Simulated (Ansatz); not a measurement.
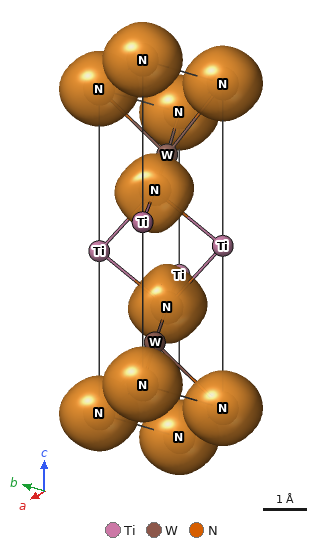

Figure. TiW₂N₃. Isosurface of the ELF at 0.6 (orange), seen at an oblique angle. Only the valence region is drawn (cores and ρ < 0.01 e/Å³ removed). Sticks mark near contacts.

Space group P-3m1; a structure generated by program, which may or may not match a known phase; computed without spin polarisation.

Theory: Ansatz 0.2.0, DFT PBE, scalar-relativistic, plane waves, PAW.

Identify the bonds, lone pairs and shells in this picture.

Answer. The ELF exceeds this value in three regions wrapped around N (the valence shell of each), counted in one cell of 6 atoms. Any copies at cell faces, edges or corners count once. Along the contacts the grid gives the following. Ti–N (2.09 Å): the ELF peaks at about 0.80 in the valence shell of N, 0.7 Å from its nucleus, and is about 0.15 at the midpoint: no shared electron pair shows on this line. W–N (2.15 Å): the ELF peaks at about 0.80 in the valence shell of N, 0.6 Å from its nucleus, and is about 0.20 at the midpoint.
